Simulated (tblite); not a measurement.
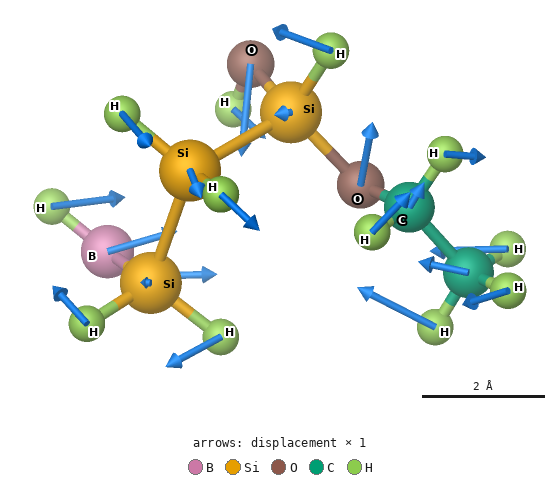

This is a relaxation of C2H13BO2Si3. The starting structure is drawn; blue arrows show the displacements, at their true length. The two geometries are superimposed by the best rigid fit.

A ball-and-stick model, seen at a tilt.

These are results of GFN2-xTB geometry optimisation, gas phase in tblite, not measurements. 

### What happened in the run?

After 268 geometry steps the energy has fallen by 33.7 kcal/mol. The largest move after the best rigid fit is that of an O atom, 1.54 Å. Largest moves by element: O 1.54 Å, H 1.46 Å, B 1.20 Å, C 0.88 Å, Si 0.68 Å. Near-neighbour distances that change, for instance: B–O 3.888 → 1.653 Å, Si–Si 2.241 → 2.351 Å, O–Si 1.728 → 1.627 Å, Si–Si 2.238 → 2.306 Å. New bonds form: B–O (3.89 → 1.65 Å). Bond angles that change, for instance: Si–Si–H 108.8° → 136.0°, Si–O–C 109.2° → 130.9°, O–Si–H 110.4° → 94.9°. Groups turn about C–O by about 110°, O–Si by about 110°, O–Si by about 105°.
